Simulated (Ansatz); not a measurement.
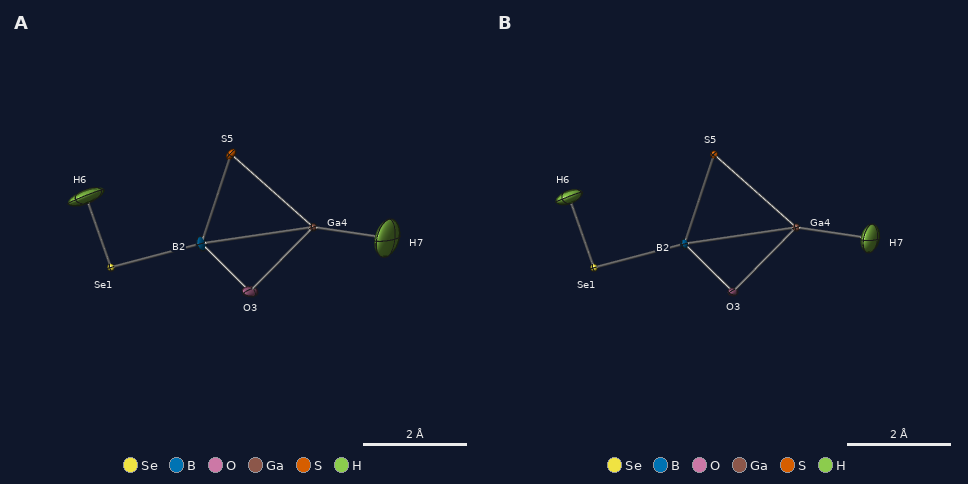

Displacement ellipsoids at the 50 % level, from the internal vibrations of the free molecule (harmonic, no overall translation or rotation; no half-axis is drawn under 0.075 Å). Vibrations computed with RKS PBE0-D4/def2-TZVP (Ansatz 0.2.0). One panel is for 200 K, the other for 600 K.

Question: Which panel is for 600 K?

Answer: A.

Question: How much does the mean-square displacement of O3 grow, and why?

Answer: U_eq goes from 0.0089 to 0.0245 Å², a factor of 2.8. Modes below kT (417 cm⁻¹ at 600 K) grow about in proportion to T, and the lowest lies at 85 cm⁻¹; the mean-square amplitude of a mode is its zero-point value times coth(ħω/2kT), which comes close to 1 only above about 3kT.
